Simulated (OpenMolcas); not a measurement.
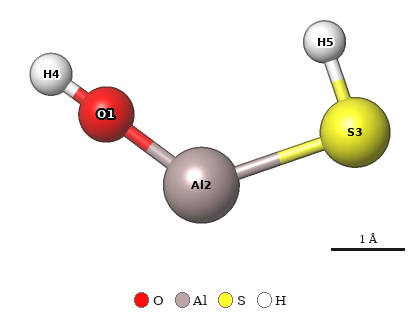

Fig. 1: The input geometry (ball-and-stick view, seen on its broad side; atoms are numbered from 1 in the order of the input). Sticks mark near contacts. Bond lengths as drawn: Al–O 1.64 Å, Al–S 2.26 Å, H–O 0.95 Å and H–S 1.33 Å.

AlH2SO: excited-state calculation (part 1 of 4)

System: AlH2SO, multiplicity 2, SMILES [OH][Al][SH].
Method: MC-PDFT (ftBLYP)/ANO-L-VDZP (OpenMolcas 26.06).

The geometry comes from this level: GFN2-xTB.

## The input
```
* AlH2OS MC-PDFT

&GATEWAY
 BASISSET
 O.ANO-L-VDZP....
 O1 -1.125990 -0.847940 -0.019370 angstrom
 End of Basis
 BASISSET
 Al.ANO-L-VDZP....
 Al2 0.505820 -0.896390 -0.221260 angstrom
 End of Basis
 BASISSET
 S.ANO-L-VDZP....
 S3 1.867490 0.899700 -0.054240 angstrom
 End of Basis
 BASISSET
 H.ANO-L-VDZP....
 H4 -2.067240 -0.833340 0.104790 angstrom
 H5 0.819910 1.677960 0.190080 angstrom
 End of Basis
 RICD

&SEWARD
 GRIDINPUT
 Grid=UltraFine
 End of Grid

&RASSCF
 FILEORB=$CurrDir/step2.RasOrb
 SPIN=2
 NACTEL=5 0 0
 INACTIVE=17
 RAS2=4
 CIROOT=6 6 1
 ORBLISTING=Nothing

&MCPDFT
 KSDFT=FT:BLYP
```

Command:
```bash
export MOLCAS_MEM=1860
pymolcas step5.input > step5.log
```

## What the program printed
```
--- Start Module: gateway ---

                                              &GATEWAY

                       available to each process: 1.9 GB of memory, 1 thread

++    Symmetry information:
      ---------------------

                    Character Table for C1

                             E
                    a        1  x, y, xy, Rz, z, xz, Ry, yz, Rx, I
--

++    Basis set information:
      ----------------------

      Basis set label: O.ANO-L...3S2P1D.

      Electronic valence basis set:
      ------------------
      Associated Effective Charge   8.000000 au
      Associated Actual Charge      8.000000 au
      Nuclear Model: Point charge

      Shell  nPrim  nBasis  Cartesian Spherical Contaminant
         s      14       3        X
         p       9       2        X
         d       4       1                 X

      Basis set label: AL.ANO-L...4S3P1D.

      Electronic valence basis set:
      ------------------
      Associated Effective Charge  13.000000 au
      Associated Actual Charge     13.000000 au
      Nuclear Model: Point charge

      Shell  nPrim  nBasis  Cartesian Spherical Contaminant
         s      17       4        X
         p      12       3        X
         d       5       1                 X

      Basis set label: S.ANO-L...4S3P1D.

      Electronic valence basis set:
      ------------------
      Associated Effective Charge  16.000000 au
      Associated Actual Charge     16.000000 au
      Nuclear Model: Point charge

      Shell  nPrim  nBasis  Cartesian Spherical Contaminant
         s      17       4        X
         p      12       3        X
         d       5       1                 X

      Basis set label: H.ANO-L...2S1P.

      Electronic valence basis set:
      ------------------
      Associated Effective Charge   1.000000 au
      Associated Actual Charge      1.000000 au
      Nuclear Model: Point charge

      Shell  nPrim  nBasis  Cartesian Spherical Contaminant
         s       8       2        X
         p       4       1        X
--

++    Molecular structure info:
      -------------------------

                    ************************************************
                    **** Cartesian Coordinates / bohr, angstrom ****
                    ************************************************

     Center  Label                x              y              z                     x              y              z
        1      O1              -2.127813      -1.602374      -0.036604             -1.125990      -0.847940      -0.019370
        2      AL2              0.955861      -1.693932      -0.418121              0.505820      -0.896390      -0.221260
        3      S3               3.529045       1.700187      -0.102499              1.867490       0.899700      -0.054240
        4      H4              -3.906517      -1.574784       0.198024             -2.067240      -0.833340       0.104790
        5      H5               1.549405       3.170885       0.359199              0.819910       1.677960       0.190080

                    ***************************************
                    *    InterNuclear Distances / bohr    *
                    ***************************************

               1 O1            2 AL2           3 S3            4 H4            5 H5
    1 O1       0.000000
    2 AL2      3.108534        0.000000
    3 S3       6.550671        4.270940        0.000000
    4 H4       1.794325        4.902709        8.130396        0.000000
    5 H5       6.038427        4.962153        2.509002        7.232873        0.000000

                    *******************************************
                    *    InterNuclear Distances / angstrom    *
                    *******************************************

               1 O1            2 AL2           3 S3            4 H4            5 H5
    1 O1       0.000000
    2 AL2      1.644965        0.000000
    3 S3       3.466466        2.260084        0.000000
    4 H4       0.949516        2.594402        4.302420        0.000000
    5 H5       3.195398        2.625858        1.327707        3.827471        0.000000
--

            Nuclear Potential Energy            121.23548808 au

--- Stop Module: gateway /rc=_RC_ALL_IS_WELL_ ---
--- Module gateway spent 1 second ---

--- Start Module: seward ---

                                              &SEWARD

                       available to each process: 1.9 GB of memory, 1 thread

               SEWARD will generate:
                  Multipole Moment integrals up to order  2
                  Kinetic Energy integrals
                  Nuclear Attraction integrals (point charge)
                  One-Electron Hamiltonian integrals
                  Velocity integrals
                  Orbital angular momentum around (  1.3280  -0.1997  -0.1895 )
                  Velocity quadrupole around (  1.3280  -0.1997  -0.1895 )
                  RI decomposed two-electron repulsion integrals stored Cholesky style
                   - acCD auxiliary basis
                   - CD Threshold:   1.00E-04

                   Integrals are discarded if absolute value <: 1.00E-14
                   Integral cutoff threshold is set to       <: 1.00E-16

            Nuclear Potential Energy            121.23548808 au

      Basis set specifications :
      Symmetry species         a
      Basis functions           60

--- Stop Module: seward /rc=_RC_ALL_IS_WELL_ ---
--- Module seward spent 1 second ---

--- Start Module: rasscf ---

                                              &RASSCF

                       available to each process: 1.9 GB of memory, 1 thread

      Header of the ONEINT file:
      --------------------------

      OrdInt status: non-squared

      Cartesian coordinates in angstrom:
      -----------------------------------------------------
      No.  Label        X            Y            Z
      -----------------------------------------------------
       1   O1        -1.12599000  -0.84794000  -0.01937000
       2   AL2        0.50582000  -0.89639000  -0.22126000
       3   S3         1.86749000   0.89970000  -0.05424000
       4   H4        -2.06724000  -0.83334000   0.10479000
       5   H5         0.81991000   1.67796000   0.19008000
      -----------------------------------------------------
      Nuclear repulsion energy =  121.23548808

++    Wave function specifications:
      -----------------------------

      Number of closed shell electrons          34
      Number of electrons in active shells       5
      Max number of holes in RAS1 space          0
      Max nr of electrons in RAS3 space          0
      Number of inactive orbitals               17
      Number of active orbitals                  4
      Number of secondary orbitals              39
      Spin quantum number                      0.5
      State symmetry                             1
--

++    Orbital specifications:
      -----------------------

      Symmetry species                           1
                                                 a
      Frozen orbitals                            0
      Inactive orbitals                         17
      Active orbitals                            4
      RAS1 orbitals                              0
      RAS2 orbitals                              4
      RAS3 orbitals                              0
      Secondary orbitals                        39
      Deleted orbitals                           0
      Number of basis functions                 60
--

++    CI expansion specifications:
      ----------------------------

      Number of CSFs                            20
      Number of determinants                    24
      Number of root(s) required                 6
      Root chosen for geometry opt.              6
      CI roots used                              1     2     3     4     5     6
      weights                                0.167 0.167 0.167 0.167 0.167 0.167
      highest root included in the CI            6
      max. size of the explicit Hamiltonian     20
--

++    Optimization specifications:
      ----------------------------

      RASSCF algorithm: LK RI/DF
      Maximum number of macro iterations       200
      Maximum number of SX iterations          100
      Threshold for RASSCF energy            1.000E-08
      Threshold for max MO rotation          1.000E-01
      Threshold for max BLB element          1.000E-04
      Level shift parameter                  5.000E-01
      Make Quasi-Newton update
--

      The MO-coefficients are taken from the file:
      step2.RasOrb
      Title: RASSCF average (pseudo-natural) orbitals

      Total molecular charge    0.00

      ************************************************************************************************************************
      *                                            Wave function control section                                             *
      ************************************************************************************************************************

                                         RASSCF iterations: Energy and convergence statistics
                                         ----------------------------------------------------

          iter iter root      energy       change     param      element    value   shift minimum  type update hh:mm:ss
 Nr of preliminary CI iterations:   1
        1   1    3    0  -715.42376196    0.00E+00  -1.44E-05   21  29 1 -4.22E-06   0.37   0.00    SX    NO    0:00:00
        2   1    3    0  -715.42376196   -5.56E-10  -1.28E-05   21  23 1  3.53E-06   0.37   0.00    SX    NO    0:00:00
        3   1    3    0  -715.42376196   -2.76E-10   1.14E-05   21  23 1  3.14E-06   0.37   0.00    SX    NO    0:00:00
        4   1    2    0  -715.42376196   -1.79E-10  -1.01E-05   21  23 1  2.79E-06   0.37   0.00    SX    NO    0:00:00
      Convergence after  4 iterations
        5   1    2    0  -715.42376196   -1.18E-10  -1.01E-05   21  23 1  2.47E-06   0.37   0.00    SX    NO    0:00:00

      ************************************************************************************************************************
                                                      Wave function printout:
                       occupation of active orbitals, and spin coupling of open shells (u,d: Spin up or down)
      ************************************************************************************************************************

      Note: transformation to natural orbitals
      has been made, which may change the order of the CSFs.

      printout of CI-coefficients larger than  0.05 for root  1
      energy=    -715.570428
      conf/sym  1111     Coeff  Weight
             1  22u0  -0.96222 0.92587
             3  2u20   0.08029 0.00645
             6  2u02  -0.05955 0.00355
             8  u2du  -0.16658 0.02775
             9  u2ud   0.16521 0.02729

      printout of CI-coefficients larger than  0.05 for root  2
      energy=    -715.464557
      conf/sym  1111     Coeff  Weight
             2  220u  -0.69380 0.48136
             4  2udu   0.15436 0.02383
             5  2uud  -0.13803 0.01905
             7  u220  -0.64454 0.41543
             8  u2du   0.05129 0.00263
             9  u2ud   0.07493 0.00562
            10  u202   0.19737 0.03895
            11  202u   0.07142 0.00510
            18  uud2   0.06506 0.00423

      printout of CI-coefficients larger than  0.05 for root  3
      energy=    -715.448020
      conf/sym  1111     Coeff  Weight
             2  220u  -0.62637 0.39233
             3  2u20  -0.06513 0.00424
             4  2udu   0.23265 0.05413
             5  2uud  -0.11032 0.01217
             7  u220   0.70904 0.50273
             8  u2du  -0.05274 0.00278
             9  u2ud  -0.09380 0.00880
            10  u202  -0.10678 0.01140
            11  202u   0.08367 0.00700

      printout of CI-coefficients larger than  0.05 for root  4
      energy=    -715.405067
      conf/sym  1111     Coeff  Weight
             1  22u0   0.12253 0.01501
             3  2u20  -0.60643 0.36775
             4  2udu   0.08769 0.00769
             5  2uud   0.06703 0.00449
             6  2u02   0.13444 0.01807
             7  u220  -0.05343 0.00285
             8  u2du  -0.67423 0.45459
             9  u2ud   0.33109 0.10962
            13  ud2u  -0.11176 0.01249
            17  uu2d   0.05338 0.00285

      printout of CI-coefficients larger than  0.05 for root  5
      energy=    -715.357033
      conf/sym  1111     Coeff  Weight
             1  22u0   0.20588 0.04238
             3  2u20   0.73846 0.54533
             5  2uud  -0.08956 0.00802
             6  2u02  -0.16373 0.02681
             8  u2du  -0.58734 0.34496
             9  u2ud   0.13825 0.01911
            13  ud2u  -0.09198 0.00846

      printout of CI-coefficients larger than  0.05 for root  6
      energy=    -715.297466
      conf/sym  1111     Coeff  Weight
             1  22u0  -0.08465 0.00717
             2  220u   0.08839 0.00781
             3  2u20  -0.09136 0.00835
             4  2udu   0.19385 0.03758
             5  2uud  -0.11572 0.01339
             7  u220  -0.17414 0.03033
             8  u2du  -0.34114 0.11638
             9  u2ud  -0.87625 0.76782
            10  u202  -0.06400 0.00410
            17  uu2d  -0.05445 0.00297

      Natural orbitals and occupation numbers for root  1
      sym 1:   1.984426   1.989014   1.002453   0.024106

      Natural orbitals and occupation numbers for root  2
      sym 1:   1.541931   1.952387   0.898820   0.606863

      Natural orbitals and occupation numbers for root  3
      sym 1:   1.474846   1.952511   1.081684   0.490958

      Natural orbitals and occupation numbers for root  4
      sym 1:   1.416806   1.587187   1.368831   0.627175

      Natural orbitals and occupation numbers for root  5
      sym 1:   1.657089   1.241317   1.702964   0.398630

      Natural orbitals and occupation numbers for root  6
      sym 1:   1.081993   1.946918   1.302933   0.668155

      ************************************************************************************************************************
      *                                                    Final results                                                     *
      ************************************************************************************************************************

++    Final optimization conditions:
      ------------------------------

      Average CI energy                            -715.42376196
      RASSCF energy for state  6                   -715.29746569
      Super-CI energy                                -0.00000000
      RASSCF energy change                           -0.00000000
      Max change in MO coefficients              -9.216E-06
      Max non-diagonal density matrix element    -1.014E-05
      Maximum BLB matrix element                  2.471E-06
      (orbital pair  21,  23 in symmetry   1)
      Norm of electronic gradient            1.191E-01
--

      Final state energy(ies):
      ------------------------

::    RASSCF root number  1 Total energy:   -715.57042782
::    RASSCF root number  2 Total energy:   -715.46455713
::    RASSCF root number  3 Total energy:   -715.44802040
::    RASSCF root number  4 Total energy:   -715.40506734
::    RASSCF root number  5 Total energy:   -715.35703338
::    RASSCF root number  6 Total energy:   -715.29746569
      Von Neumann Entropy (Root   1) =  0.59538

      Mulliken population analysis for root number:  1
      -----------------------------------------------

++    Molecular charges:
      ------------------

      Mulliken charges per centre
      ---------------------------

                O1      AL2     S3      H4      H5
      Total    8.6833 12.1924 16.1785  1.0010  0.9447

      N-E     -0.6833  0.8076 -0.1785 -0.0010  0.0553

      Total electronic charge=   39.000000

      Total            charge=   -0.000000
--

      Expectation values of various properties for root number:  1
      -----------------------------------------------------------

++    Molecular properties:
      ---------------------
```
